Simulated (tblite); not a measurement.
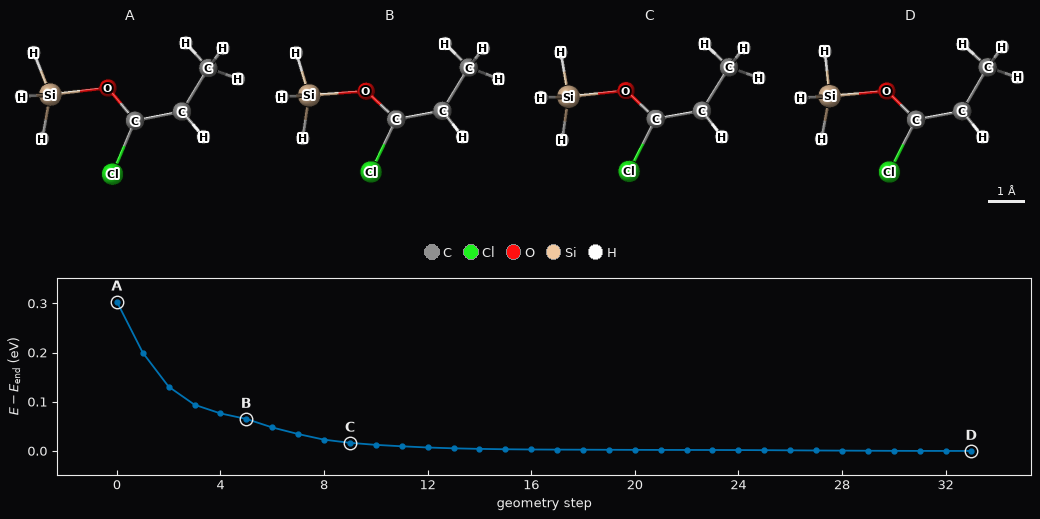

Frames of a relaxation of C3H7ClOSi, marked on the history of the run. The picture is a ball-and-stick view, seen at a tilt.

Method: tblite 0.8.0, GFN2-xTB geometry optimisation, gas phase. 

> Describe the path.

The largest move after the best rigid fit is that of an H atom, 0.32 Å. Largest moves by element: H 0.32 Å, Cl 0.13 Å, O 0.10 Å, Si 0.05 Å, C 0.04 Å. Among the contacts that change: Cl–Si 3.309 → 3.159 Å, C–O 1.383 → 1.325 Å, H–Si 1.486 → 1.454 Å, C–C 1.356 → 1.327 Å. Bond angles that change, for instance: O–Si–H 109.0° → 97.3°, Cl–C–O 124.7° → 115.0°, C–O–Si 124.2° → 131.1°. Over 33 geometry steps the energy falls by 0.304 eV. The run took 0.51 s on 1 thread of Intel(R) Xeon(R) Processor @ 2.70GHz (shared host). From step 0 to 5: the O atom moves most (0.11 Å), energy −0.239 eV. From step 5 to 9: an H atom moves most (0.13 Å), energy −0.049 eV. From step 9 to 33: an H atom moves most (0.12 Å), energy −0.017 eV.

```tsv
step	E − E(0), eV
0	0.0000
1	-0.1037
2	-0.1729
3	-0.2097
4	-0.2273
5	-0.2385
6	-0.2558
7	-0.2692
8	-0.2807
9	-0.2871
10	-0.2912
11	-0.2941
12	-0.2966
14	-0.2994
15	-0.3002
16	-0.3007
17	-0.3009
18	-0.3011
20	-0.3014
21	-0.3015
22	-0.3016
23	-0.3017
25	-0.3020
26	-0.3023
27	-0.3027
28	-0.3029
29	-0.3032
31	-0.3035
32	-0.3036
33	-0.3036
```
